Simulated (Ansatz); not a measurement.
**Computed frozen-phonon scan: SiC (wurtzite)**

Relaxed SiC (wurtzite):

```yaml
crystal:
  lattice:
    - [6.15061, 0.00000, 0.00000]
    - [-1.53765, 2.66329, 0.00000]
    - [0.00000, 0.00000, 5.04816]
  atoms:
    - { symbol: Si, position: [0.33333, 0.33333, 0.00050] }
    - { symbol: Si, position: [0.83333, 0.33333, 0.00050] }
    - { symbol: Si, position: [0.16667, 0.66667, 0.50050] }
    - { symbol: Si, position: [0.66667, 0.66667, 0.50050] }
    - { symbol: C, position: [0.33333, 0.33333, 0.62470] }
    - { symbol: C, position: [0.83333, 0.33333, 0.62470] }
    - { symbol: C, position: [0.16667, 0.66667, 0.12470] }
    - { symbol: C, position: [0.66667, 0.66667, 0.12470] }
```

The atoms are displaced by Q × the pattern below (from a DFPT mode at M = (0.5, 0.0, 0.0), largest move 1; Q in Å), at fixed cell. (q is in reciprocal vectors of the primitive cell; the cell shown is doubled to hold the pattern.)

```tsv
atom	x	y	z
Si1	0.038	0.022	-0.151
Si2	-0.038	-0.022	0.151
Si3	0.038	0.022	0.151
Si4	-0.038	-0.022	-0.151
C5	-0.824	-0.476	0.309
C6	0.824	0.476	-0.309
C7	-0.824	-0.476	-0.309
C8	0.824	0.476	0.309
```

Computed with r2SCAN (plane waves to 500 eV, PAW, scalar-relativistic; Ansatz, a program for electronic structure). k mesh 6×12×7 (Γ-centred), Fermi-Dirac smearing 0.05 eV. Energies are smeared free energies. SiC was relaxed with its symmetry unable to fall. The zero of ΔE is the undisplaced structure.

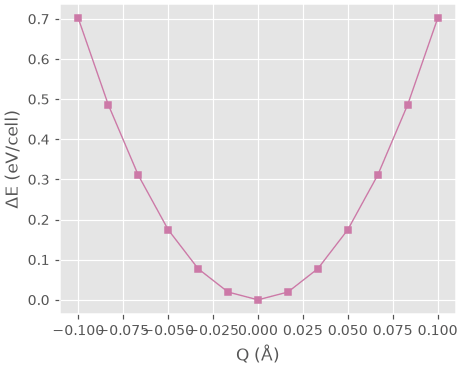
Fig. 1. ΔE (eV/cell) against Q (Å); computed points joined by lines.

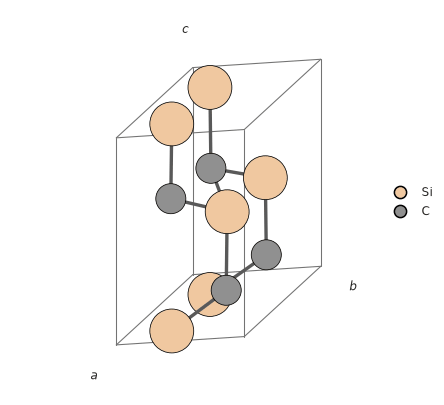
Figure: The cell of the calculation at Q = -0.100 Å.

Shape of the curve: a single well with its minimum at or next to zero displacement. Symmetry of the curve: even: the same for both signs. Space group of the distorted cell: Pmc2_1 (No. 26), lowered from P6_3mc. Wavenumber by perturbation theory (DFPT, on another k mesh): 865 cm⁻¹. Harmonic wavenumber from the curvature (finite differences): 865 cm⁻¹.

E″ = 139.72 eV/Å², M = Σ mᵢ|uᵢ|² = 50.8 u, ν̃ = 521.5·√(|E″|/M).

(For displaced atoms, the force is minus the slope of the energy, and its curvature is a force constant, which sets phonon frequencies.)
